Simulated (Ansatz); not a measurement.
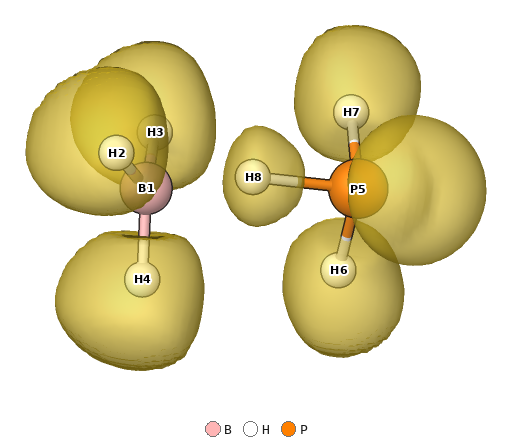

*BH3···PH3. Isosurface of the electron localisation function at 0.9 (yellow), seen across its widest extent. Core shells and regions of very low density are left out.*

Computed with Ansatz 0.2.0, RKS r2SCAN-D4/def2-SVP.

```csv
atom,x (Å),y (Å),z (Å)
B,0.0008,0.0478,0.1597
H,-0.0129,0.6639,1.2034
H,1.0499,-0.0867,-0.4190
H,-1.0399,-0.1235,-0.4257
P,0.1086,-2.6021,1.0915
H,-0.5529,-2.6619,-0.1676
H,1.4059,-2.5007,0.5123
H,-0.0625,-1.1591,1.2876
```

**Where are the electrons localised?**

The surface consists of six regions around hydrogen nuclei and one lobe on P, pointing away from the bonds (lone pairs).

Values along the shortest contacts:
B1···H8 (1.65 Å): the ELF climbs to about 1 towards the hydrogen, as it does in any bond to H. B–H (1.21 Å): the ELF climbs to about 1 towards the hydrogen; a covalent bond by its length.
